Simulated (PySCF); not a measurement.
# Geometry relaxation, with input and output: CH$_{7}$FNSi$_{2}$

The run: geometry relaxation of CH$_{7}$FNSi$_{2}$, multiplicity 2. Method and program: PBE0-D3(BJ)/def2-SVP geometry optimisation, gas phase (PySCF 2.14.0).

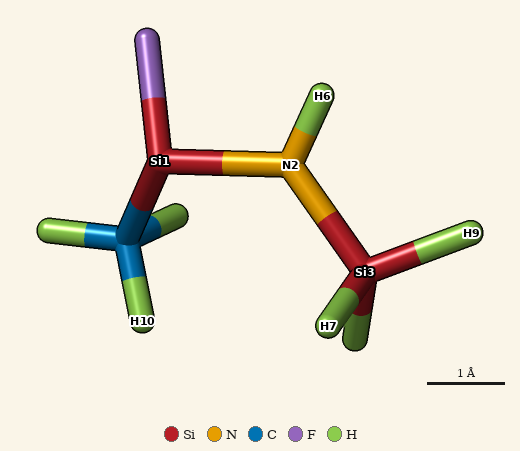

*The starting structure (stick view, seen at a tilt; atoms are numbered from 1 in the order of the input).*

Bond lengths as drawn: C–H 1.04 to 1.10 Å, C–Si 1.88 Å, F–Si 1.64 Å, H–N 1.02 Å, H–Si 1.44 to 1.48 Å and N–Si 1.74 Å.

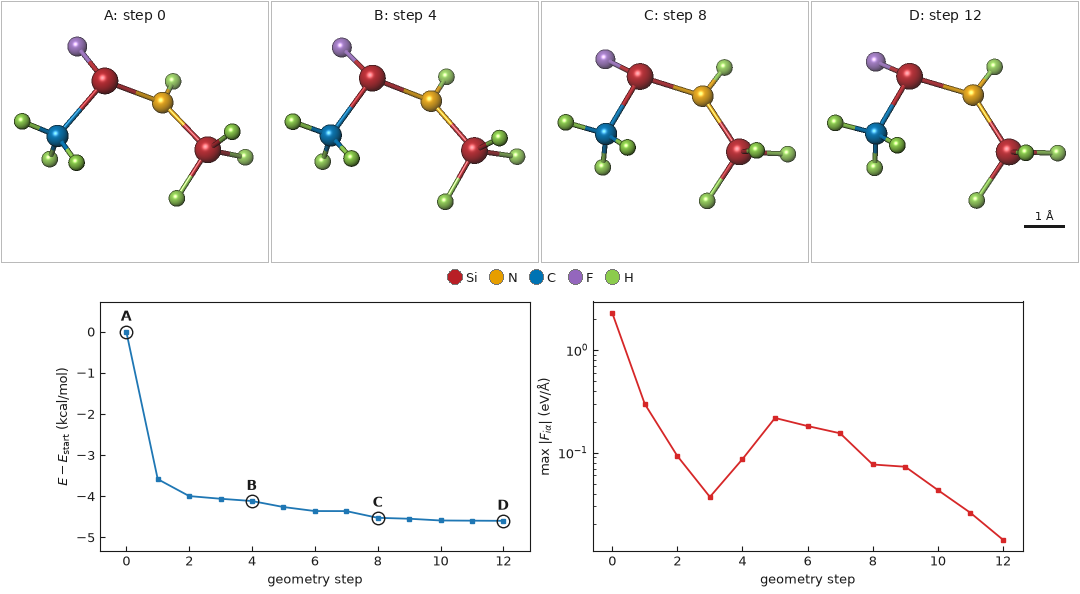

*Frames of the relaxation (ball-and-stick view, seen at a tilt) above the curves, on which the letters mark them (steps are counted from 0).*

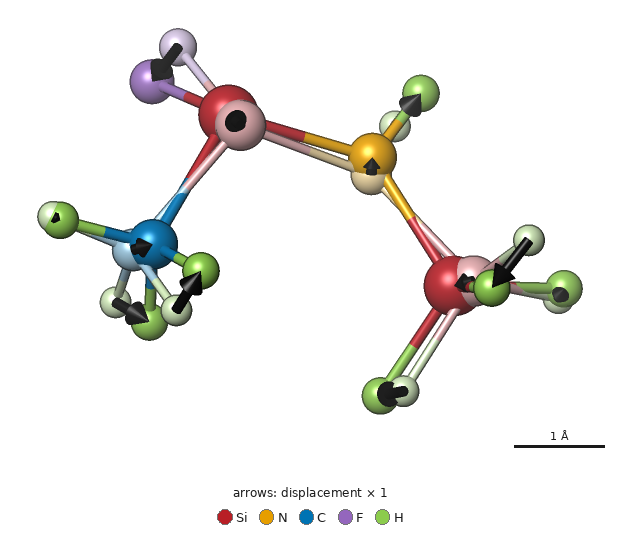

*Start (faint) and end (solid) with the displacements as black arrows, at true length (ball-and-stick view, seen at a tilt). The two geometries are laid on each other by the best rigid fit.*

The largest move after the best rigid fit is that of H7, 0.68 Å. Largest moves by element: H 0.68 Å, F 0.65 Å, Si 0.34 Å, C 0.26 Å, N 0.19 Å. Distances before and after: C4–H11 1.043 → 1.100 Å, Si3–H7 1.444 → 1.497 Å, Si3–H9 1.473 → 1.493 Å, Si3–H8 1.479 → 1.493 Å. Among the angles that change: N2–Si1–F5 100.8° → 108.8°, H7–Si3–H9 114.0° → 108.4°, N2–Si1–C4 113.8° → 109.1°. After 12 geometry steps the energy has fallen by 4.60 kcal/mol. The largest force component goes from 2.3 to 0.014 eV/Å. (Atoms are counted from 1 in the order of the input.)

The input and output of the run follow.

Input
```
{"job": {"xc": "PBE0", "basis": "def2-SVP", "d3": "d3bj", "grid": 2, "kind": "geom", "shake": 0.01}, "charge": 0, "multiplicity": 2}
Si     0.637278     0.913828    -0.793560
N     -0.764092     0.835650     0.243073
Si    -1.877803    -0.486487     0.434742
C      1.867335    -0.484211    -0.514742
F      1.348041     2.287791    -0.248568
H     -1.013927     1.715214     0.685025
H     -2.560202    -0.736923    -0.812443
H     -1.061944    -1.665611     0.795655
H     -2.769979    -0.086204     1.536117
H      1.384573    -1.441444    -0.762841
H      2.727482    -0.362450    -1.091656
H      2.121729    -0.516737     0.546200
```

The first line tells a small driver script what to run in PySCF; the rest is the geometry in Å.

Launch command:
```bash
OMP_NUM_THREADS=1 python <driver script> task.json out
```

Log
```
step   0  E = -775.17601488  max force = 0.044821
step   1  E = -775.18172428  max force = 0.005806
step   2  E = -775.18238020  max force = 0.001806
step   3  E = -775.18248406  max force = 0.000721
step   4  E = -775.18257203  max force = 0.001684
step   5  E = -775.18280447  max force = 0.004242
step   6  E = -775.18296044  max force = 0.003538
step   7  E = -775.18296203  max force = 0.003006
step   8  E = -775.18322194  max force = 0.001494
step   9  E = -775.18325807  max force = 0.001420
step  10  E = -775.18332562  max force = 0.000843
step  11  E = -775.18333300  max force = 0.000506
step  12  E = -775.18333923  max force = 0.000277
optimisation converged
```

Trajectory as extended XYZ (Å, eV, eV/Å), 13 frames, from step=0 to step=12
```
12
Properties=species:S:1:pos:R:3:forces:R:3 step=0 energy=-21093.61377
Si    0.6373    0.9138   -0.7936    0.0132   0.3845   0.3842
N    -0.7641    0.8357    0.2431    0.3618  -0.1437  -0.2461
Si   -1.8778   -0.4865    0.4347    0.8709   0.5314   0.5386
C     1.8673   -0.4842   -0.5147   -2.3048  -0.3410   1.0147
F     1.3480    2.2878   -0.2486    0.1238   0.1097  -0.1823
H    -1.0139    1.7152    0.6850    0.0425   0.0977  -0.0446
H    -2.5602   -0.7369   -0.8124   -0.7118  -0.3555  -0.7453
H    -1.0619   -1.6656    0.7957   -0.0567  -0.4402   0.0855
H    -2.7700   -0.0862    1.5361   -0.3929  -0.1003   0.1918
H     1.3846   -1.4414   -0.7628    0.0828  -0.0659  -0.0896
H     2.7275   -0.3624   -1.0917    1.8275   0.2583  -1.2617
H     2.1217   -0.5167    0.5462    0.1436   0.0649   0.3547
12
Properties=species:S:1:pos:R:3:forces:R:3 step=1 energy=-21093.76913
Si    0.7140    1.0453   -0.7585   -0.2330  -0.2986  -0.0936
N    -0.6791    0.8575    0.2691    0.0370   0.2401   0.0590
Si   -1.7895   -0.4773    0.4616   -0.0380  -0.0507   0.0859
C     1.7548   -0.4987   -0.5443    0.2352   0.2134  -0.0087
F     1.5056    2.3767   -0.2322    0.0152  -0.0674   0.1243
H    -0.9820    1.7354    0.6878   -0.1187  -0.0197  -0.0240
H    -2.5859   -0.7898   -0.7647    0.0275   0.0305  -0.0684
H    -1.0510   -1.7278    0.8266   -0.0008   0.0606  -0.0045
H    -2.7585   -0.1273    1.5461    0.0860   0.0153  -0.0114
H     1.2018   -1.4012   -0.8353   -0.0892  -0.0394  -0.0445
H     2.6647   -0.4373   -1.1561    0.0736  -0.0667  -0.0183
H     2.0410   -0.5878    0.5166    0.0052  -0.0174   0.0041
12
Properties=species:S:1:pos:R:3:forces:R:3 step=2 energy=-21093.78698
Si    0.6973    1.0280   -0.7487   -0.0863  -0.0534   0.0052
N    -0.6976    0.8800    0.2829    0.0929   0.0649  -0.0146
Si   -1.7865   -0.4694    0.4700   -0.0807  -0.0287   0.0397
C     1.7622   -0.5051   -0.5581    0.0344   0.0587   0.0034
F     1.5001    2.3404   -0.1928    0.0624   0.0159   0.0367
H    -1.0240    1.7618    0.6751   -0.0221  -0.0291  -0.0566
H    -2.5454   -0.7981   -0.7779    0.0104  -0.0009  -0.0123
H    -1.0289   -1.6966    0.8618    0.0031   0.0012  -0.0010
H    -2.7700   -0.1174    1.5360    0.0114  -0.0050   0.0124
H     1.2034   -1.4047   -0.8573   -0.0068  -0.0152  -0.0070
H     2.6709   -0.4432   -1.1745   -0.0151   0.0053  -0.0060
H     2.0544   -0.6080    0.5002   -0.0035  -0.0138   0.0001
12
Properties=species:S:1:pos:R:3:forces:R:3 step=3 energy=-21093.78981
Si    0.7037    1.0262   -0.7422   -0.0249   0.0077   0.0234
N    -0.7017    0.8746    0.2724    0.0343  -0.0151  -0.0004
Si   -1.7999   -0.4668    0.4813    0.0073  -0.0179  -0.0119
C     1.7748   -0.5033   -0.5706   -0.0332  -0.0161   0.0014
F     1.5099    2.3233   -0.1522    0.0371   0.0117   0.0086
H    -1.0387    1.7606    0.6431   -0.0198   0.0281  -0.0303
H    -2.5485   -0.8164   -0.7677   -0.0017   0.0001   0.0083
H    -1.0471   -1.6871    0.9014    0.0017  -0.0089  -0.0011
H    -2.7844   -0.0903    1.5373    0.0007   0.0019   0.0053
H     1.2209   -1.3995   -0.8920    0.0139  -0.0021   0.0024
H     2.6864   -0.4261   -1.1811   -0.0154   0.0147  -0.0011
H     2.0603   -0.6276    0.4872   -0.0001  -0.0042  -0.0046
12
Properties=species:S:1:pos:R:3:forces:R:3 step=4 energy=-21093.79220
Si    0.7084    1.0336   -0.7306    0.0501   0.0866   0.0347
N    -0.7056    0.8864    0.2688   -0.0244  -0.0576   0.0132
Si   -1.7924   -0.4648    0.4880    0.0496   0.0018  -0.0059
C     1.7643   -0.5067   -0.5795   -0.0709  -0.0638  -0.0078
F     1.5338    2.3075   -0.1121    0.0058  -0.0124  -0.0186
H    -1.0613    1.7764    0.6112   -0.0193   0.0220  -0.0224
H    -2.5209   -0.8442   -0.7643   -0.0096   0.0028   0.0128
H    -1.0296   -1.6688    0.9371   -0.0010  -0.0018  -0.0051
H    -2.7899   -0.0811    1.5288   -0.0090   0.0003  -0.0023
H     1.2070   -1.3935   -0.9218    0.0233   0.0054   0.0036
H     2.6777   -0.4218   -1.1855   -0.0002   0.0125   0.0016
H     2.0442   -0.6552    0.4766    0.0056   0.0042  -0.0037
12
Properties=species:S:1:pos:R:3:forces:R:3 step=5 energy=-21093.79853
Si    0.7352    1.0740   -0.6775    0.2085   0.2181   0.0922
N    -0.7202    0.9342    0.2520   -0.1541  -0.1202   0.0083
Si   -1.7523   -0.4565    0.5153    0.1485   0.0492   0.0193
C     1.7114   -0.5204   -0.6166   -0.1292  -0.1259  -0.0453
F     1.6289    2.2428    0.0547   -0.0722  -0.0674  -0.1002
H    -1.1530    1.8282    0.4750   -0.0200   0.0012   0.0124
H    -2.3937   -0.9609   -0.7400   -0.0327   0.0072   0.0138
H    -0.9501   -1.5817    1.0842   -0.0061   0.0043  -0.0109
H    -2.8120   -0.0527    1.4844   -0.0306  -0.0066  -0.0202
H     1.1423   -1.3578   -1.0524    0.0200   0.0269   0.0056
H     2.6423   -0.4100   -1.1902    0.0446  -0.0075   0.0175
H     1.9569   -0.7716    0.4281    0.0234   0.0207   0.0075
12
Properties=species:S:1:pos:R:3:forces:R:3 step=6 energy=-21093.80277
Si    0.7492    1.1002   -0.6522    0.1819   0.1802   0.0919
N    -0.7272    0.9611    0.2434   -0.1390  -0.0965  -0.0198
Si   -1.7196   -0.4543    0.5270    0.1237   0.0504   0.0316
C     1.6745   -0.5256   -0.6312   -0.0876  -0.0868  -0.0463
F     1.6730    2.2178    0.1208   -0.0635  -0.0640  -0.0898
H    -1.1977    1.8478    0.4128   -0.0165  -0.0113   0.0234
H    -2.3195   -1.0156   -0.7246   -0.0309   0.0046   0.0076
H    -0.8943   -1.5357    1.1452   -0.0082   0.0075  -0.0093
H    -2.8142   -0.0578    1.4601   -0.0259  -0.0082  -0.0196
H     1.0954   -1.3317   -1.1097    0.0047   0.0259   0.0031
H     2.6196   -0.4165   -1.1818    0.0432  -0.0192   0.0186
H     1.8964   -0.8220    0.4070    0.0181   0.0173   0.0086
12
Properties=species:S:1:pos:R:3:forces:R:3 step=7 energy=-21093.80282
Si    0.8150    1.1789   -0.5465   -0.0467  -0.0336  -0.0051
N    -0.7503    1.0328    0.1874   -0.0460   0.0125  -0.1077
Si   -1.6201   -0.4345    0.5802    0.0068   0.0194   0.0327
C     1.5634   -0.5307   -0.6977    0.1546   0.0575  -0.0145
F     1.8090    2.0834    0.3926   -0.0784  -0.0469  -0.0140
H    -1.3327    1.8669    0.1527    0.0402   0.0009   0.0803
H    -2.0627   -1.2084   -0.6236    0.0046   0.0068  -0.0067
H    -0.7540   -1.3360    1.3951   -0.0043   0.0005   0.0109
H    -2.8353   -0.0521    1.3590    0.0028   0.0024   0.0007
H     0.9697   -1.1940   -1.3444   -0.0457   0.0300   0.0056
H     2.5695   -0.4428   -1.1349    0.0146  -0.0497   0.0130
H     1.6643   -0.9959    0.2970   -0.0024   0.0000   0.0049
12
Properties=species:S:1:pos:R:3:forces:R:3 step=8 energy=-21093.80989
Si    0.7853    1.1493   -0.6048   -0.0108  -0.0239   0.0128
N    -0.7416    0.9967    0.2068   -0.0105   0.0132  -0.0768
Si   -1.6636   -0.4485    0.5526    0.0126  -0.0019   0.0227
C     1.6182   -0.5279   -0.6644    0.0399   0.0315  -0.0014
F     1.7410    2.1656    0.2535   -0.0072  -0.0103   0.0136
H    -1.2728    1.8610    0.2894    0.0107  -0.0046   0.0332
H    -2.1994   -1.1198   -0.6742    0.0003  -0.0002  -0.0049
H    -0.8089   -1.4424    1.2670   -0.0020   0.0033   0.0008
H    -2.8188   -0.0574    1.4137    0.0011   0.0025  -0.0008
H     1.0226   -1.2588   -1.2320   -0.0181  -0.0015  -0.0046
H     2.6019   -0.4396   -1.1493   -0.0066  -0.0092   0.0031
H     1.7719   -0.9105    0.3584   -0.0094   0.0010   0.0022
12
Properties=species:S:1:pos:R:3:forces:R:3 step=9 energy=-21093.81087
Si    0.7900    1.1521   -0.6011   -0.0102  -0.0221   0.0142
N    -0.7436    0.9967    0.1958   -0.0217   0.0165  -0.0730
Si   -1.6614   -0.4475    0.5541    0.0061  -0.0045   0.0198
C     1.6175   -0.5268   -0.6690    0.0279   0.0154  -0.0048
F     1.7405    2.1551    0.2775    0.0045   0.0004   0.0120
H    -1.2759    1.8604    0.2771    0.0111  -0.0016   0.0306
H    -2.1936   -1.1325   -0.6668    0.0040   0.0009  -0.0023
H    -0.8054   -1.4313    1.2806   -0.0018  -0.0008   0.0014
H    -2.8194   -0.0503    1.4087    0.0014   0.0012   0.0002
H     1.0225   -1.2484   -1.2494   -0.0089  -0.0003  -0.0004
H     2.6067   -0.4403   -1.1425   -0.0054  -0.0054   0.0006
H     1.7578   -0.9196    0.3518   -0.0072   0.0003   0.0016
12
Properties=species:S:1:pos:R:3:forces:R:3 step=10 energy=-21093.81271
Si    0.8051    1.1605   -0.5862   -0.0072   0.0028   0.0004
N    -0.7537    1.0010    0.1558   -0.0204   0.0015  -0.0433
Si   -1.6523   -0.4425    0.5584   -0.0164  -0.0075   0.0136
C     1.6133   -0.5250   -0.6839   -0.0199  -0.0172   0.0042
F     1.7396    2.1181    0.3565    0.0309   0.0251   0.0019
H    -1.2868    1.8636    0.2402    0.0122   0.0028   0.0149
H    -2.1671   -1.1746   -0.6424    0.0104  -0.0001   0.0016
H    -0.7902   -1.3899    1.3253   -0.0032  -0.0056   0.0031
H    -2.8217   -0.0306    1.3905    0.0022  -0.0026   0.0031
H     1.0212   -1.2143   -1.3059    0.0100  -0.0046   0.0064
H     2.6198   -0.4466   -1.1200   -0.0023   0.0107  -0.0040
H     1.7086   -0.9519    0.3286    0.0038  -0.0056  -0.0017
12
Properties=species:S:1:pos:R:3:forces:R:3 step=11 energy=-21093.81291
Si    0.8022    1.1584   -0.5938   -0.0076   0.0015  -0.0003
N    -0.7528    0.9994    0.1569   -0.0077   0.0029  -0.0260
Si   -1.6545   -0.4435    0.5558   -0.0107  -0.0052   0.0055
C     1.6145   -0.5262   -0.6792   -0.0175  -0.0125   0.0070
F     1.7377    2.1298    0.3346    0.0166   0.0105   0.0032
H    -1.2787    1.8645    0.2575    0.0059   0.0031   0.0090
H    -2.1779   -1.1649   -0.6477    0.0077  -0.0003   0.0013
H    -0.7926   -1.4008    1.3107   -0.0018  -0.0024   0.0038
H    -2.8176   -0.0340    1.3977    0.0023   0.0009   0.0020
H     1.0207   -1.2237   -1.2902    0.0091  -0.0035   0.0028
H     2.6178   -0.4487   -1.1225   -0.0006   0.0076  -0.0051
H     1.7170   -0.9427    0.3369    0.0043  -0.0026  -0.0032
12
Properties=species:S:1:pos:R:3:forces:R:3 step=12 energy=-21093.81308
Si    0.8021    1.1568   -0.5967    0.0001   0.0024   0.0001
N    -0.7537    0.9991    0.1526   -0.0027   0.0019  -0.0049
Si   -1.6566   -0.4421    0.5572    0.0031   0.0007  -0.0023
C     1.6144   -0.5283   -0.6795   -0.0142  -0.0054   0.0049
F     1.7391    2.1304    0.3292   -0.0017  -0.0056  -0.0031
H    -1.2739    1.8665    0.2631    0.0013   0.0015   0.0041
H    -2.1795   -1.1652   -0.6452    0.0023  -0.0012   0.0014
H    -0.7963   -1.3997    1.3137   -0.0003   0.0005   0.0041
H    -2.8180   -0.0293    1.3996    0.0000   0.0025  -0.0002
H     1.0216   -1.2285   -1.2882    0.0038  -0.0002  -0.0001
H     2.6163   -0.4486   -1.1257    0.0029   0.0020  -0.0027
H     1.7203   -0.9434    0.3367    0.0053   0.0009  -0.0013
```

Results in brief

```json
{"quantity": "outcome", "value": "converged"}
{"quantity": "total energy", "value": "−775.183339 hartree"}
{"quantity": "⟨S²⟩", "value": "0.751"}
{"quantity": "dipole moment", "value": "1.39 D"}
{"quantity": "point group", "value": "C1"}
{"quantity": "hardware", "value": "1 CPU thread, shared host"}
{"quantity": "wall time", "value": "1.8 min"}
{"quantity": "peak memory", "value": "0.59 GiB"}
```
